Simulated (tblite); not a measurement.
**Run report: CH6BNSi, energy and gradient calculation**

- system: CH6BNSi, multiplicity 3, SMILES BC1N[SiH2]1
- method: IPEA1-xTB, U-SCC (tblite 0.8.0)

The geometry is that of the parent species in another charge or spin state. The geometry comes from this level: GFN2-xTB.

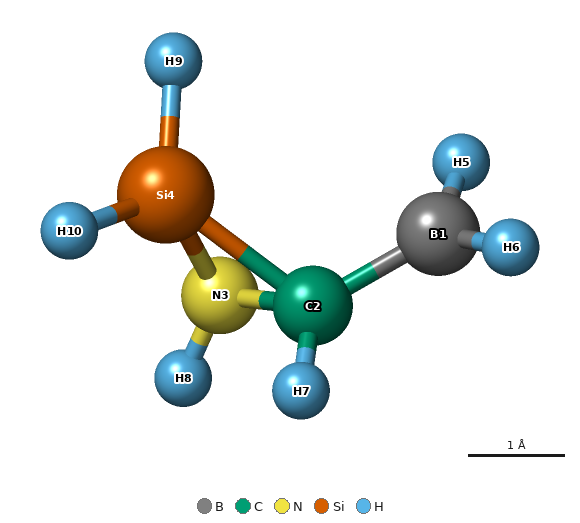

**Figure 1.** The input geometry (ball-and-stick view, seen at a tilt; atoms are numbered from 1 in the order of the input).

**Input file (run.py)**
```python
import json
import numpy as np
from tblite.interface import Calculator

symbols = ["B", "C", "N", "Si", "H", "H", "H", "H", "H", "H"]
numbers = np.array([5, 6, 7, 14, 1, 1, 1, 1, 1, 1])
positions = np.array([  # bohr
    [-2.375669, 1.923514, 0.283383],
    [0.161950, 1.051538, -0.674368],
    [0.443916, -1.466654, -1.915710],
    [1.460229, -1.827800, 1.122176],
    [-4.127275, 0.577085, 0.224462],
    [-2.540302, 3.945389, 1.176449],
    [1.643438, 2.402881, -1.132683],
    [1.407997, -1.512253, -3.559072],
    [-0.174460, -3.448750, 2.594821],
    [4.100177, -1.644969, 1.880542],
])

tb = Calculator("IPEA1-xTB", numbers, positions, charge=0, uhf=2)
tb.set("verbosity", 0)
tb.set("accuracy", 0.1)
tb.add("spin-polarization", 1.0)
wfn = tb.singlepoint()

print(f"Total energy: {wfn.get('energy') * 627.5095:.8f} kcal/mol")
eps = np.atleast_2d(wfn.get("orbital-energies")) * 27.211386
occ = np.atleast_2d(wfn.get("orbital-occupations"))
filled = occ.sum(axis=0) if eps.shape[0] == 1 else occ[0]
homo = np.nonzero(filled > 0.5)[0].max()
print("  MO   occupation   energy/eV")
for i in range(max(0, homo - 4), min(eps.shape[1], homo + 5)):
    print(f"{i + 1:4d} {filled[i]:10.4f} {eps[0, i]:12.4f}")
mu = wfn.get("dipole") * 2.541746
print(f"|mu|: {np.linalg.norm(mu):.4f} D, components " + " ".join(f"{c:.4f}" for c in mu))
q = wfn.get("charges")
g = wfn.get("gradient")
print("atom     charge      dE/dx        dE/dy        dE/dz   (Eh/bohr)")
for i, s in enumerate(symbols):
    print(f"{s:<2}{i + 1:<3} {q[i]:9.4f} {g[i, 0]:12.7f} {g[i, 1]:12.7f} {g[i, 2]:12.7f}")
print(f"gradient norm {np.linalg.norm(g):.6f} Eh/bohr")
out = {k: np.asarray(wfn.get(k)).tolist() for k in ("energy", "gradient", "charges", "dipole", "orbital-energies", "orbital-occupations")}
out.update(symbols=symbols, positions=(positions * 0.529177210903).tolist())
json.dump(out, open("results.json", "w"))
```

Command:
```bash
python run.py
```

**Log**
```
Total energy: -8104.42272107 kcal/mol
  MO   occupation   energy/eV
   8     1.0000     -13.7175
   9     1.0000     -13.5924
  10     1.0000     -13.4017
  11     1.0000     -11.9634
  12     0.9996      -7.0998
  13     0.0004      -6.6991
  14     0.0000      -6.0037
  15     0.0000      -5.4725
  16     0.0000      -4.3946
|mu|: 4.5391 D, components 3.4722 -0.5951 -2.8623
atom     charge      dE/dx        dE/dy        dE/dz   (Eh/bohr)
B 1     -0.1558    0.0274714   -0.0151218   -0.0029928
C 2      0.0606   -0.0117648    0.0161576    0.0454251
N 3     -0.2142   -0.0004500   -0.0436819   -0.0048576
Si4      0.1525   -0.0305484    0.0460607   -0.0732683
H 5     -0.0367    0.0070975    0.0071836    0.0008398
H 6     -0.0429   -0.0009589   -0.0081374   -0.0032685
H 7      0.0720    0.0030344   -0.0010265    0.0108143
H 8      0.2022    0.0009387   -0.0054276    0.0076225
H 9     -0.0162   -0.0098133   -0.0065163    0.0095116
H 10    -0.0216    0.0149934    0.0105095    0.0101739
gradient norm 0.121960 Eh/bohr
```

**Results in brief**

- outcome: converged
- total energy: −12.915219 hartree
- basis functions: 36
- largest force: 4.719 eV/Å
- dipole moment: 4.54 D
- hardware: 1 thread of Intel Xeon @ 2.50GHz (Skylake/Cascade Lake), 189 GiB of memory available, shared host
- peak memory: 0.067 GiB
